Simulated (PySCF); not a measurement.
**AsH$_{6}$PSi, SMILES `P[SiH2][AsH2]`: what the electrons do**

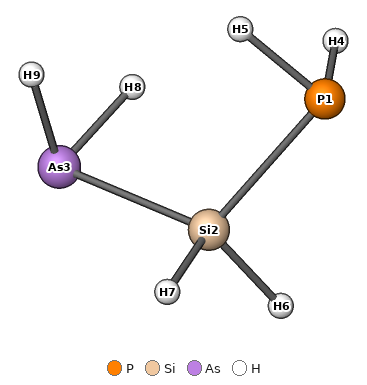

The molecule, with its atoms numbered as below. No frequency check shows the geometry to be a minimum.

Cartesian coordinates (Å):

```
P1       2.4418    0.4222   -0.0002
Si2      0.6224   -0.9054    0.0008
As3     -1.4760    0.1536   -0.0001
H4       1.9728    1.2647   -0.9970
H5       1.9761    1.2601    0.9960
H6       0.7608   -1.7589   -1.1932
H7       0.7647   -1.7643    1.1825
H8      -1.0544    1.1391   -1.0507
H9      -1.0509    1.1343    1.0593
```

## 1. Bonding charge

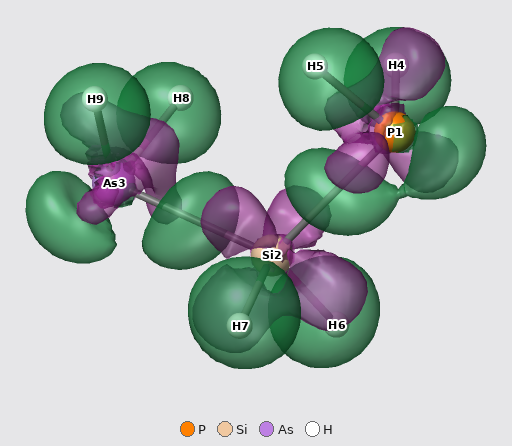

Deformation density (molecule less spherical, spin-averaged free atoms at the same positions), surfaces at ±0.06 e/Å³; green: gain, purple: loss.

Computed with PySCF, B3LYP/def2-SVPD, geometry: GFN2-xTB.

**How much density has each bond gained at its critical point, relative to the free atoms?**

As3–H8 and As3–H9: +0.23 e/Å³ at the bond critical point (bond length 1.50 Å). Si2–H7 and Si2–H6: +0.17 e/Å³ at the bond critical point (bond length 1.47 Å). P1–H5: +0.16 e/Å³ at the bond critical point (bond length 1.38 Å). P1–H4: +0.16 e/Å³ at the bond critical point (bond length 1.39 Å). Si2–As3: +0.13 e/Å³ at the bond critical point (bond length 2.35 Å). P1–Si2: +0.13 e/Å³ at the bond critical point (bond length 2.25 Å). In all, 1.9 electrons gather in the regions of gain relative to the promolecule. A small or negative value marks a very polar bond, one between electron-rich atoms, whose free-atom densities already overlap strongly, a long bond to a heavier atom, or a closed-shell contact such as a hydrogen bond.

**Where do the Hirshfeld charges lie?**

The highest Hirshfeld charge is on Si2 (+0.22 e), the lowest on H6 and H7 (−0.08 e).

```csv
atom,charge (e)
P1,+0.01
Si2,+0.22
As3,+0.05
H4,−0.02
H5,−0.02
H6,−0.08
H7,−0.08
H8,−0.03
H9,−0.03
```

## 2. Local ionisation energy

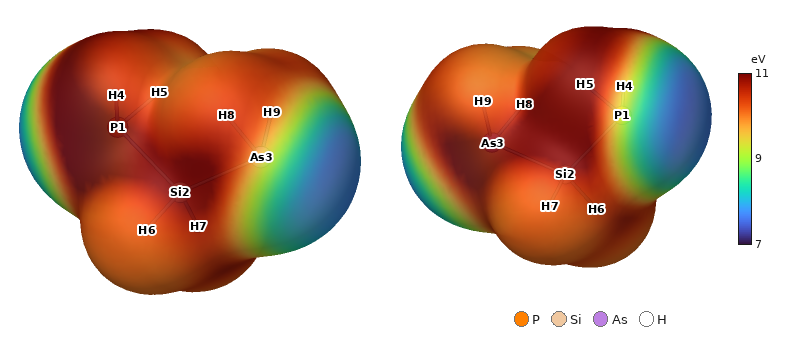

Average local ionisation energy on the surface of electron density 0.001 a.u. (back view left, front view right).

**Where are the most loosely bound electrons on this surface?**

The lowest value is 7.6 eV, 2.3 Å from P1. Further minima include 7.6 eV, 2.4 Å from As3; 9.7 eV, about equally far (1.9 Å) from H8 and H9, over As3 (2.5 Å); 10.0 eV, 1.5 Å from H6. For comparison, the highest occupied orbital lies at −6.7 eV.

## 3. Removing or adding an electron

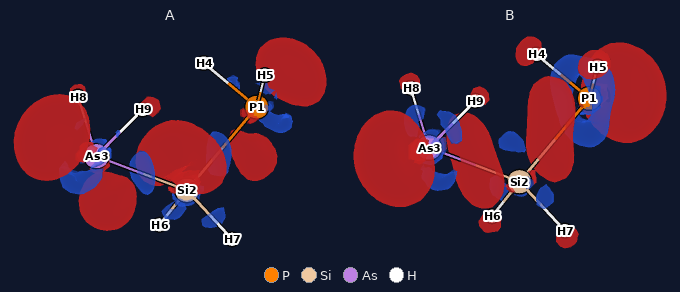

The two Fukui functions at ±0.03 e/Å³ (red positive, blue negative).

Method: ωB97X/def2-SVP; geometry: GFN2-xTB; program: PySCF.

**Which panel is f⁻ (electron removed) and which f⁺ (electron added)?**

A is f⁺, B is f⁻. f⁻ (Hirshfeld-condensed) is largest on P1 (0.33) and As3 (0.31); the vertical ionisation energy is 9.09 eV. f⁺ (Hirshfeld-condensed) is largest on As3 (0.29), P1 (0.21) and Si2 (0.20); the vertical electron affinity is −1.96 eV (the stability of the anion's solution wasn't checked; negative, but this basis has no diffuse functions, so it doesn't show that the anion is unbound).

**What chemical potential and hardness follow from the two energies?**

μ = −(I + A)/2 = −3.57 eV and η = I − A = 11.05 eV.
